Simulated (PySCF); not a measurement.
**C₅H₄F₃NS: runs on many settings**

Which settings matter for C₅H₄F₃NS (`Cc1cc(C(F)(F)F)ns1`), and how do bad ones show?

Computed with PySCF 2.14.0, with density-fitted response routines of our own, on a single molecule, in the gas phase or a continuum. Atoms are numbered from 0 throughout.

## Step 1: Starting geometry

14 atoms, charge 0, multiplicity 1; geometry from: GFN2-xTB.

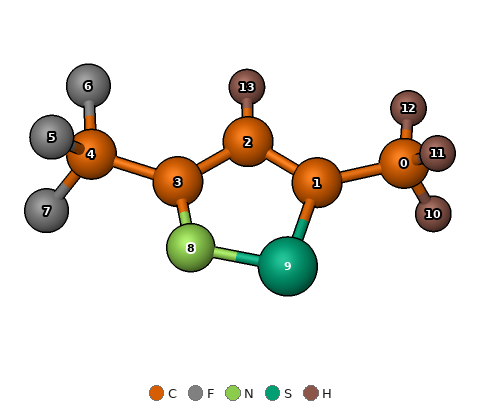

The starting geometry (carbon orange, fluorine grey, nitrogen green, sulfur teal, hydrogen brown), atoms numbered.

## Step 2: Indirect couplings: B3LYP/cc-pVDZ

What the job is given:

```
{"job": {"kind": "j", "xc": "B3LYP", "basis": "cc-pVDZ", "scf": {"level_shift": 0.2}}, "charge": 0, "multiplicity": 1}
C     -2.569419     0.083258     0.264143
C     -1.161148    -0.305266     0.015156
C     -0.053783     0.492200    -0.101001
C      1.087256    -0.299508    -0.337278
C      2.477299     0.228808    -0.516508
F      2.998468    -0.084535    -1.711375
F      2.512783     1.568770    -0.426047
F      3.328763    -0.236272     0.408860
N      0.891082    -1.594763    -0.400358
S     -0.672154    -1.951763    -0.180792
H     -2.936716    -0.379186     1.179205
H     -3.206628    -0.248088    -0.554542
H     -2.650571     1.163008     0.358072
H     -0.045909     1.562864    -0.024677
```

With the program's defaults for keys left out, this is: B3LYP/cc-pVDZ indirect spin-spin coupling, non-relativistic, gas phase.

Run with:

```
$ OMP_NUM_THREADS=1 python probes_run.py task.json out
```

This one command runs all jobs of the session in turn.

Output:

```text
final grid: 135080 points
cycle   1  E = -945.2186486781  dE =  2.016e+00  |g| = 1.072e+00  |ddm| = 7.219e+00
cycle   2  E = -945.1868401842  dE =  3.181e-02  |g| = 1.263e+00  |ddm| = 3.152e+00
cycle   3  E = -945.4352450032  dE = -2.484e-01  |g| = 2.032e-01  |ddm| = 1.333e+00
cycle   4  E = -945.4431904086  dE = -7.945e-03  |g| = 3.891e-02  |ddm| = 2.936e-01
cycle   5  E = -945.4434916665  dE = -3.013e-04  |g| = 9.186e-03  |ddm| = 6.682e-02
cycle   6  E = -945.4435097952  dE = -1.813e-05  |g| = 4.167e-03  |ddm| = 1.926e-02
cycle   7  E = -945.4435129442  dE = -3.149e-06  |g| = 1.395e-03  |ddm| = 6.715e-03
cycle   8  E = -945.4435133243  dE = -3.801e-07  |g| = 3.910e-04  |ddm| = 2.133e-03
cycle   9  E = -945.4435133647  dE = -4.046e-08  |g| = 8.183e-05  |ddm| = 7.544e-04
cycle  10  E = -945.4435133686  dE = -3.866e-09  |g| = 3.745e-05  |ddm| = 2.512e-04
cycle  11  E = -945.4435133695  dE = -8.727e-10  |g| = 1.521e-05  |ddm| = 1.044e-04
level shift removed, Fock matrix diagonalised once more
converged SCF energy = -945.4435133695

Indirect spin-spin couplings (Hz)
  i      j    bonds     total        FC       PSO       DSO        SD
  0 C    5 F    5      0.345     0.389     0.130    -0.176     0.002
  0 C    7 F    5      0.345     0.389     0.130    -0.176     0.002
  0 C   10 H    1    137.839   136.239     0.876     0.725         -
  0 C   11 H    1    137.777   136.175     0.876     0.725         -
  0 C   12 H    1    139.519   137.980     0.822     0.718         -
  0 C   13 H    3      1.948     1.984    -0.022    -0.014         -
  1 C    6 F    4      0.259     0.170     0.261    -0.121    -0.051
  1 C   10 H    2     -6.499    -6.518    -0.027     0.046         -
  1 C   11 H    2     -6.517    -6.537    -0.026     0.047         -
  1 C   12 H    2     -1.114    -1.007    -0.132     0.024         -
  1 C   13 H    2      6.927     8.127    -0.994    -0.206         -
  2 C    5 F    3      3.042     2.878     1.009    -0.138    -0.707
  2 C    6 F    3     -0.628     0.303    -1.298     0.265     0.102
  2 C    7 F    3      3.039     2.879     1.008    -0.137    -0.711
  2 C   10 H    3      4.282     4.417     0.121    -0.256         -
  2 C   11 H    3      4.274     4.409     0.119    -0.254         -
  2 C   12 H    3      2.559     2.720    -0.332     0.170         -
  2 C   13 H    1    162.691   161.591    -0.089     1.190         -
  3 C    5 F    2     28.750    28.895    -1.699     0.266     1.288
  3 C    6 F    2     50.622    51.179    -1.281     0.284     0.440
  3 C    7 F    2     28.727    28.876    -1.699     0.266     1.284
  3 C   10 H    4     -1.802    -1.659     0.073    -0.217         -
  3 C   11 H    4     -1.816    -1.673     0.073    -0.216         -
  3 C   12 H    4     -0.490    -0.442     0.104    -0.152         -
  3 C   13 H    2      4.501     5.306    -0.779    -0.027         -
  4 C    5 F    1   -259.804  -238.788   -29.631     1.566     7.050
  4 C    6 F    1   -248.384  -230.187   -27.425     1.567     7.661
  4 C    7 F    1   -259.740  -238.740   -29.620     1.565     7.055
  4 C   10 H    5      0.265     0.299     0.105    -0.139         -
  4 C   11 H    5      0.264     0.298     0.104    -0.138         -
  4 C   12 H    5      0.296     0.295     0.068    -0.066         -
  4 C   13 H    3      0.250     0.125    -0.104     0.229         -
  5 F    6 F    2    135.264   103.217   -13.726    -0.057    45.830
  5 F    7 F    2    144.041   116.772   -19.320    -0.073    46.662
  5 F    8 N    3      0.297    -0.869     0.621    -0.073     0.618
  5 F    9 S    4     -0.382     0.460    -0.457    -0.054    -0.331
  5 F   10 H    6     -0.849    -0.622     0.555    -0.795     0.013
  5 F   11 H    6     -0.533    -0.377     0.397    -0.540    -0.013
  5 F   12 H    6     -0.172    -0.041     0.463    -0.581    -0.014
  5 F   13 H    4     -0.799    -0.670     0.999    -0.785    -0.343
  6 F    7 F    2    135.356   103.278   -13.700    -0.057    45.834
  6 F    8 N    3     -4.636    -2.754    -1.314     0.112    -0.679
  6 F    9 S    4      1.581    -0.340     1.078    -0.076     0.919
  6 F   13 H    4      3.236     3.041    -1.317     1.575    -0.063
  7 F    8 N    3      0.283    -0.884     0.621    -0.073     0.620
  7 F    9 S    4     -0.383     0.461    -0.457    -0.054    -0.333
  7 F   10 H    6     -0.532    -0.376     0.397    -0.540    -0.014
  7 F   11 H    6     -0.857    -0.630     0.556    -0.795     0.012
  7 F   12 H    6     -0.172    -0.042     0.463    -0.579    -0.014
  7 F   13 H    4     -0.798    -0.671     0.999    -0.782    -0.344
  8 N   10 H    4     -1.063    -1.208     0.015     0.130         -
  8 N   11 H    4     -1.073    -1.218     0.015     0.130         -
  8 N   12 H    4      0.259     0.131    -0.007     0.135         -
  8 N   13 H    3     -0.450    -0.642    -0.004     0.196         -
  9 S   10 H    3      0.474     0.581    -0.113     0.006         -
  9 S   11 H    3      0.470     0.577    -0.112     0.005         -
  9 S   12 H    3      3.543     3.680    -0.029    -0.109         -
  9 S   13 H    3      2.359     2.498     0.000    -0.139         -
 10 H   11 H    2    -14.138   -13.865     2.126    -2.399         -
 10 H   12 H    2    -11.287   -10.899     2.136    -2.523         -
 10 H   13 H    4     -1.460    -1.202     0.734    -0.991         -
 11 H   12 H    2    -11.315   -10.929     2.134    -2.521         -
 11 H   13 H    4     -1.466    -1.211     0.730    -0.984         -
 12 H   13 H    4      0.298    -0.203    -0.863     1.363         -
```

Wall time 35 s (1 thread of Intel Xeon Platinum 8488C, shared host); peak memory 0.82 GiB.

The basis is not made for couplings: without tight functions at the nuclei these values are rough.

Couplings of 1 Hz or more, nine at most for each number of bonds, with means over like pairs (isotopes 13C, 19F, 1H, 15N, 33S):

```csv
pair,bonds,J (Hz),Fermi contact (Hz),dihedral (°)
C4–F5,1,-256.0,-235.9,–
C2–H13,1,162.7,161.6,–
C0–H10,1,138.4,136.8,–
F5–F6,2,138.2,107.8,–
C3–F5,2,36.0,36.3,–
H10–H11,2,-12.2,-11.9,–
C1–H13,2,6.9,8.1,–
C1–H10,2,-4.7,-4.7,–
C3–H13,2,4.5,5.3,–
C2–H10,3,3.7,3.8,–
S9–H13,3,2.4,2.5,-180
C0–H13,3,1.9,2.0,0
C2–F5,3,1.8,2.0,–
S9–H10,3,1.5,1.6,–
F5–N8,3,-1.4,-1.5,–
C3–H10,4,-1.4,-1.3,–
```

The spin-dipole term was solved for some atoms only; pairs without it lack that part.

The response was solved for the nuclei of F, H alone, so couplings that need other nuclei can be missing.

Quadrupole couplings from the field gradients of the same density:

```csv
atom,isotope,eQq/h (MHz),η
S9,33S,-30.9,0.55
N8,14N,-4.173,0.37
```

## Step 3: Indirect couplings: PBE0/pcSseg-0 in chloroform

The job, as its differences from that of step 2:

```diff
@@ -1,2 +1,2 @@
-{"job": {"kind": "j", "xc": "B3LYP", "basis": "cc-pVDZ", "scf": {"level_shift": 0.2}}, "charge": 0, "multiplicity": 1}
+{"job": {"kind": "j", "xc": "PBE0", "basis": "pcSseg-0", "solvent": "chloroform"}, "charge": 0, "multiplicity": 1}
 C     -2.569419     0.083258     0.264143
```

Level: PBE0/pcSseg-0 indirect spin-spin coupling, non-relativistic, IEF-PCM chloroform.

Output:

```text
coarse grid: 13856 points
cycle   1  E = -942.8573834019  dE =  1.965e+00  |g| = 8.481e-01  |ddm| = 4.582e+00
cycle   2  E = -942.7334854337  dE =  1.239e-01  |g| = 1.267e+00  |ddm| = 2.143e+00
cycle   3  E = -943.0103309135  dE = -2.768e-01  |g| = 7.974e-02  |ddm| = 1.093e+00
cycle   4  E = -943.0109417247  dE = -6.108e-04  |g| = 6.351e-02  |ddm| = 1.591e-01
cycle   5  E = -943.0118619183  dE = -9.202e-04  |g| = 1.427e-02  |ddm| = 9.040e-02
cycle   6  E = -943.0119038707  dE = -4.195e-05  |g| = 4.006e-03  |ddm| = 2.003e-02
cycle   7  E = -943.0119077604  dE = -3.890e-06  |g| = 1.096e-03  |ddm| = 6.662e-03
final grid: 135080 points
cycle   8  E = -942.9560346302  dE = -2.603e-05  |g| = 6.312e-03  |ddm| = 3.348e-02
cycle   9  E = -942.9560283199  dE =  6.310e-06  |g| = 7.848e-03  |ddm| = 1.977e-02
cycle  10  E = -942.9560448964  dE = -1.658e-05  |g| = 7.730e-04  |ddm| = 1.211e-02
cycle  11  E = -942.9560450093  dE = -1.129e-07  |g| = 1.980e-04  |ddm| = 1.014e-03
cycle  12  E = -942.9560450173  dE = -8.002e-09  |g| = 8.180e-05  |ddm| = 3.379e-04
cycle  13  E = -942.9560450188  dE = -1.573e-09  |g| = 2.951e-05  |ddm| = 1.360e-04
cycle  14  E = -942.9560450190  dE = -1.903e-10  |g| = 8.402e-06  |ddm| = 3.925e-05
converged SCF energy = -942.9560450190

Indirect spin-spin couplings (Hz)
  i      j    bonds     total        FC       PSO       DSO        SD
  0 C    5 F    5      0.752     0.821     0.091    -0.172     0.012
  0 C    6 F    5     -0.191    -0.150     0.073    -0.103    -0.010
  0 C    7 F    5      0.755     0.824     0.090    -0.171     0.012
  0 C   10 H    1    138.076   135.823     1.462     0.790         -
  0 C   11 H    1    138.013   135.760     1.463     0.790         -
  0 C   12 H    1    142.252   140.076     1.396     0.780         -
  0 C   13 H    3      3.362     3.400    -0.031    -0.008         -
  1 C    5 F    4     -0.563    -0.695     0.008    -0.175     0.298
  1 C    6 F    4      0.662     0.697     0.165    -0.114    -0.086
  1 C    7 F    4     -0.591    -0.723     0.007    -0.174     0.299
  1 C   10 H    2    -15.042   -15.046    -0.058     0.062         -
  1 C   11 H    2    -15.079   -15.085    -0.056     0.062         -
  1 C   12 H    2     -7.232    -7.025    -0.252     0.045         -
  1 C   13 H    2      0.338     1.609    -1.085    -0.186         -
  2 C    5 F    3      6.041     5.905     1.078    -0.125    -0.817
  2 C    6 F    3      2.401     3.632    -1.678     0.270     0.177
  2 C    7 F    3      6.046     5.915     1.077    -0.124    -0.823
  2 C   10 H    3      6.978     7.192     0.031    -0.246         -
  2 C   11 H    3      6.967     7.181     0.030    -0.244         -
  2 C   12 H    3      4.948     5.116    -0.344     0.176         -
  2 C   13 H    1    194.885   193.266     0.398     1.221         -
  3 C    5 F    2     68.288    67.331    -1.341     0.292     2.006
  3 C    6 F    2     93.289    93.493    -1.320     0.309     0.808
  3 C    7 F    2     68.323    67.368    -1.340     0.292     2.003
  3 C   10 H    4     -3.332    -3.108    -0.015    -0.209         -
  3 C   11 H    4     -3.358    -3.134    -0.015    -0.209         -
  3 C   12 H    4     -0.781    -0.684     0.050    -0.147         -
  3 C   13 H    2     -0.066     0.719    -0.770    -0.015         -
  4 C    5 F    1   -475.894  -449.443   -36.877     1.675     8.751
  4 C    6 F    1   -464.764  -441.020   -34.938     1.673     9.521
  4 C    7 F    1   -475.717  -449.287   -36.863     1.674     8.759
  4 C   10 H    5      0.639     0.694     0.081    -0.135         -
  4 C   11 H    5      0.639     0.693     0.081    -0.135         -
  4 C   12 H    5      0.512     0.511     0.064    -0.064         -
  4 C   13 H    3      1.133     0.935    -0.037     0.236         -
  5 F    6 F    2    305.562   229.984     4.655     0.190    70.732
  5 F    7 F    2    302.608   244.554   -12.245     0.175    70.124
  5 F    8 N    3     -0.427    -1.852     0.803    -0.077     0.698
  5 F    9 S    4      0.179     1.372    -0.763    -0.051    -0.378
  5 F   10 H    6     -1.265    -0.885     0.391    -0.774     0.004
  5 F   11 H    6     -0.900    -0.633     0.274    -0.524    -0.016
  5 F   12 H    6     -0.255    -0.038     0.358    -0.562    -0.013
  5 F   13 H    4     -0.836    -0.796     1.084    -0.733    -0.392
  6 F    7 F    2    305.520   229.871     4.704     0.191    70.754
  6 F    8 N    3     -9.420    -7.126    -1.603     0.103    -0.795
  6 F    9 S    4      2.221    -0.442     1.533    -0.073     1.203
  6 F   10 H    6     -0.262     0.019     0.275    -0.542    -0.014
  6 F   11 H    6     -0.261     0.019     0.274    -0.540    -0.014
  6 F   13 H    4      3.022     2.709    -1.200     1.564    -0.050
  7 F    8 N    3     -0.479    -1.906     0.802    -0.076     0.701
  7 F    9 S    4      0.178     1.375    -0.765    -0.051    -0.381
  7 F   10 H    6     -0.900    -0.632     0.274    -0.525    -0.017
  7 F   11 H    6     -1.278    -0.898     0.391    -0.774     0.003
  7 F   12 H    6     -0.255    -0.039     0.358    -0.560    -0.013
  7 F   13 H    4     -0.838    -0.800     1.085    -0.730    -0.393
  8 N   10 H    4     -1.836    -2.061     0.101     0.124         -
  8 N   11 H    4     -1.853    -2.077     0.100     0.124         -
  8 N   12 H    4      0.337     0.110     0.098     0.129         -
  8 N   13 H    3     -1.479    -1.832     0.166     0.187         -
  9 S   10 H    3      0.593     0.747    -0.162     0.008         -
  9 S   11 H    3      0.587     0.741    -0.162     0.008         -
  9 S   12 H    3      5.167     5.328    -0.056    -0.105         -
  9 S   13 H    3      2.944     3.123    -0.045    -0.134         -
 10 H   11 H    2    -17.492   -16.448     1.157    -2.202         -
 10 H   12 H    2    -14.477   -13.231     1.089    -2.334         -
 10 H   13 H    4     -1.921    -1.367     0.400    -0.954         -
 11 H   12 H    2    -14.501   -13.258     1.089    -2.332         -
 11 H   13 H    4     -1.928    -1.378     0.397    -0.947         -
 12 H   13 H    4      0.426    -0.341    -0.601     1.368         -
```

Run time: 17 s. Hardware: 1 thread of Intel Xeon Platinum 8488C, shared host; peak memory 0.72 GiB.

This basis has no tight s functions, so the Fermi-contact terms are rough.

In short: J(C4,F5) -472.1 Hz, J(F5,F6) 304.6 Hz, J(C2,H13) 194.9 Hz (means over like pairs).

## Step 4: NMR shieldings: B97-D/6-31G

The job, as its differences from that of step 3:

```diff
@@ -1,2 +1,2 @@
-{"job": {"kind": "j", "xc": "PBE0", "basis": "pcSseg-0", "solvent": "chloroform"}, "charge": 0, "multiplicity": 1}
+{"job": {"kind": "nmr", "xc": "B97-D", "basis": "6-31G", "pop": false}, "charge": 0, "multiplicity": 1}
 C     -2.569419     0.083258     0.264143
```

Method: GIAO B97-D/6-31G NMR shielding, non-relativistic, gas phase.

Output:

```text
coarse grid: 13856 points
cycle   1  E = -944.6891841640  dE =  1.941e+00  |g| = 1.068e+00  |ddm| = 4.410e+00
cycle   2  E = -944.1521157926  dE =  5.371e-01  |g| = 2.042e+00  |ddm| = 3.171e+00
cycle   3  E = -944.9080024917  dE = -7.559e-01  |g| = 2.183e-01  |ddm| = 1.961e+00
cycle   4  E = -944.9138717081  dE = -5.869e-03  |g| = 1.545e-01  |ddm| = 4.378e-01
cycle   5  E = -944.9198867322  dE = -6.015e-03  |g| = 4.066e-02  |ddm| = 2.672e-01
cycle   6  E = -944.9202518652  dE = -3.651e-04  |g| = 1.483e-02  |ddm| = 6.111e-02
cycle   7  E = -944.9203186779  dE = -6.681e-05  |g| = 4.579e-03  |ddm| = 2.745e-02
cycle   8  E = -944.9203243567  dE = -5.679e-06  |g| = 1.029e-03  |ddm| = 6.268e-03
final grid: 135080 points
cycle   9  E = -944.8549134052  dE =  3.640e-06  |g| = 2.017e-02  |ddm| = 5.385e-02
cycle  10  E = -944.8546776182  dE =  2.358e-04  |g| = 3.827e-02  |ddm| = 6.295e-02
cycle  11  E = -944.8549832445  dE = -3.056e-04  |g| = 4.947e-03  |ddm| = 4.835e-02
cycle  12  E = -944.8549908407  dE = -7.596e-06  |g| = 6.002e-04  |ddm| = 7.442e-03
cycle  13  E = -944.8549909222  dE = -8.149e-08  |g| = 2.485e-04  |ddm| = 9.709e-04
cycle  14  E = -944.8549909353  dE = -1.313e-08  |g| = 1.284e-04  |ddm| = 4.182e-04
cycle  15  E = -944.8549909393  dE = -3.956e-09  |g| = 3.230e-05  |ddm| = 2.145e-04
cycle  16  E = -944.8549909395  dE = -2.606e-10  |g| = 5.331e-06  |ddm| = 4.325e-05
converged SCF energy = -944.8549909395

GIAO shielding tensors (ppm)
atom      isotropic    diamagn.    paramagn.     s11        s22        s33       span
  0 C      179.918     246.465     -66.547    164.824    177.706    197.223     32.400
  1 C       32.270     267.416    -235.146    -42.398      8.649    130.560    172.958
  2 C       84.901     256.622    -171.721     21.798     82.237    150.667    128.869
  3 C       49.218     261.647    -212.429    -10.508     51.281    106.881    117.388
  4 C       67.318     242.771    -175.453     53.635     68.097     80.223     26.588
  5 F      239.555     469.993    -230.438    165.768    230.308    322.589    156.822
  6 F      260.046     477.788    -217.742    191.613    233.293    355.234    163.621
  7 F      239.451     471.073    -231.622    165.631    230.195    322.526    156.895
  8 N      -58.923     331.479    -390.402   -318.118    -73.110    214.459    532.577
  9 S      192.379    1058.402    -866.023     71.397    249.916    255.823    184.426
 10 H       30.252      28.994       1.259     25.521     28.926     36.309     10.788
 11 H       30.253      28.839       1.413     25.530     28.910     36.318     10.788
 12 H       30.242      29.514       0.729     24.687     29.807     36.233     11.546
 13 H       25.894      32.196      -6.302     22.556     25.772     29.356      6.801
```

Wall time 25 s (1 thread of Intel Xeon Platinum 8488C, shared host); peak memory 0.6 GiB.

The references, computed at this level on geometries of the same kind, shield at (ppm): 1H TMS 33.16, 13C TMS 196.2, 19F CFCl3 145.5, 15N NH3 257.3. Their shielding less the atom's gives the shift. The references are single molecules in the gas phase, so shifts against H2O, NH3, PH3, H3PO4 or CFCl3 are not on the usual liquid scales and can be off by tens of ppm. Atoms listed in one row are averaged.

| atoms | environment | σ (ppm) | δ (ppm) |
| --- | --- | --- | --- |
| C1 | substituted aromatic carbon next to the ring sulfur | 32.3 | 163.9 |
| C3 | substituted aromatic carbon next to a ring nitrogen | 49.2 | 147.0 |
| C4 | CF3 carbon | 67.3 | 128.9 |
| C2 | aromatic CH | 84.9 | 111.3 |
| C0 | methyl carbon on an aromatic ring | 179.9 | 16.3 |
| H13 | hydrogen on an aromatic CH | 25.89 | 7.26 |
| H10, H11, H12 | hydrogen on a methyl carbon on an aromatic ring | 30.25 | 2.91 |
| F5, F6, F7 | fluorine of a CF3 group | 246.4 | -100.8 |
| N8 | pyridine-type nitrogen of an azole | -58.9 | 316.2 |
| S9 | aromatic ring sulfur | 192 | – |

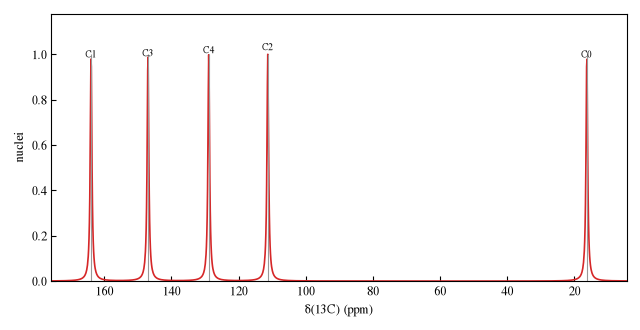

13C lines at the computed shifts, without couplings. Lines are broadened to a width of 0.59 ppm (Lorentzian).

Ring of atoms C1, C2, C3, N8, S9: NICS(0) -10.2, NICS(1) -10.1, NICS(1)zz -23.8 ppm (means of both faces).

Orbitals, density, ELF and potential are computed afterwards from the orbital file.

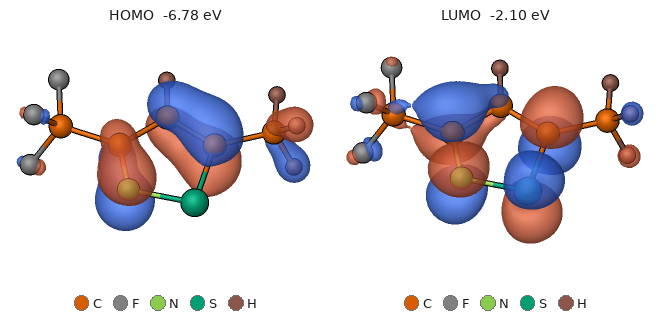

Frontier orbitals at B97-D/6-31G; each surface holds 70 % of the orbital's density, blue and red mark the sign.

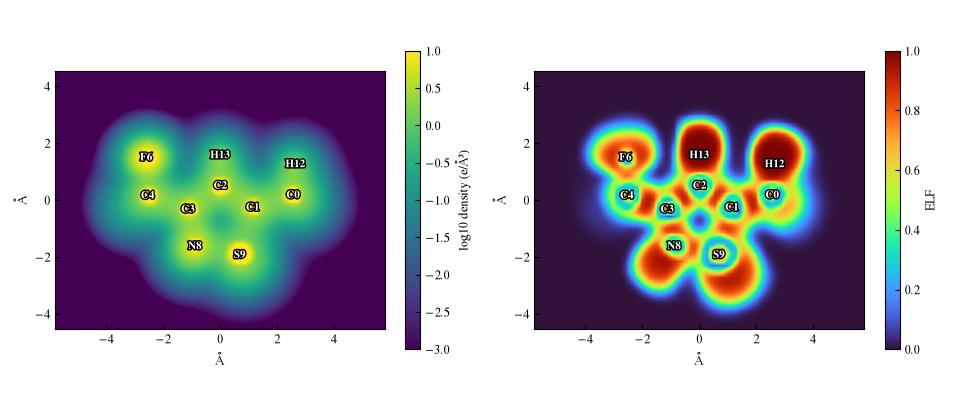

Density (left) and ELF (right) in a plane through or near 10 of the atoms.

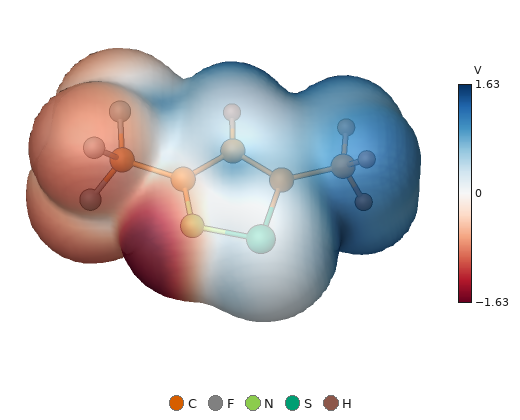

Electrostatic potential on the surface of density 0.002 e/bohr³; red is low, blue high. It runs from -1.63 V near N8 to 1.43 V near H11.

(Part 1 of 2 ends here.)
